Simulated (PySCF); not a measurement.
C4H6 (SMILES C=C[C]C) (triplet)

```xyz
10

C    -1.6994   -0.1524   -0.0785
C    -0.7484    0.7747    0.3061
C     0.5882    0.6465    0.1864
C     1.5832   -0.2915   -0.2967
H    -2.7467    0.0412    0.0599
H    -1.4146   -1.0879   -0.5249
H    -1.1180    1.6968    0.7476
H     2.1890    0.1645   -1.0837
H     2.2576   -0.5894    0.5101
H     1.1180   -1.1979   -0.7050
```

Geometry: GFN2-xTB.

Method: UKS B3LYP, pcH-1 on C H, non-relativistic, mean-field spin-orbit, GIAO (PySCF).

**What can the converged electron density, electron localisation function and spin density tell about the bonding?**

C–C (1.35 Å): ρ at the midpoint is about 2.2 e/Å³; the ELF peaks at about 0.95 between the atoms (localised, covalent bonding).
C–H (1.07 Å): ρ is about 2 e/Å³ halfway; the ELF climbs to about 1 towards the hydrogen, as it does in any bond to H (a covalent bond by its length).
C–C (1.45 Å): the density is about 1.8 e/Å³ at the midpoint; the ELF peaks at about 0.95 between the atoms; localised, covalent bonding.
The unpaired spin (2 electrons) lies mostly on C3 (about 1.1), C1 (about 0.5) and C4 (about 0.1), in electrons by Hirshfeld's partition.

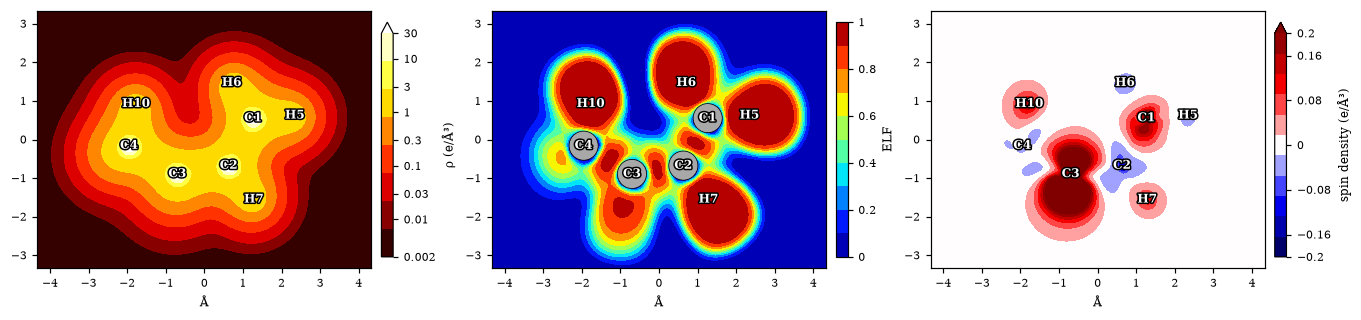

Computed electron density, electron localisation function and spin density on the plane of atoms H5, C1 and H6, in this order. Grey discs cover the atomic cores in the ELF map. 
